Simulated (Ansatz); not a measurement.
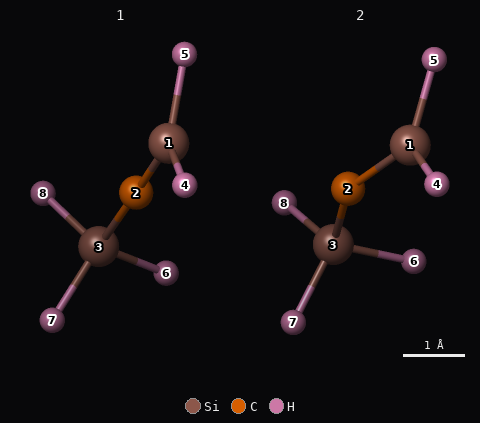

Two geometries of CH5Si2 (multiplicity 2), drawn at one scale. One is the start of a relaxation, the other its converged end. A ball-and-stick model, seen from a free direction.

Level of theory: UKS PBE0-D4/6-31G* in Ansatz. Settings: collinear spin; force threshold 0.015 eV/Å; at most 40 steps.

### Which of the two is the end point?

Structure 1 is the relaxed one. The run prepares an end point of a later path (torsion) calculation, from a guessed geometry. The energy falls by 0.233 eV in 6 geometry steps. Largest force component: 1.3 eV/Å at the start, 0.0066 eV/Å at the end. The largest move after the best rigid fit is that of C2, 0.48 Å. Largest moves by element: C 0.48 Å, H 0.40 Å, Si 0.10 Å. Near-neighbour distances that change, for instance: Si1–C2 1.743 → 1.689 Å, C2–Si3 1.840 → 1.818 Å, Si3–H6 1.471 → 1.492 Å, Si1–H4 1.464 → 1.483 Å. Among the angles between lasting bonds that change: Si1–C2–Si3 151.7° → 178.5°, H4–Si1–H5 107.4° → 114.3°, C2–Si3–H8 115.9° → 110.4°.
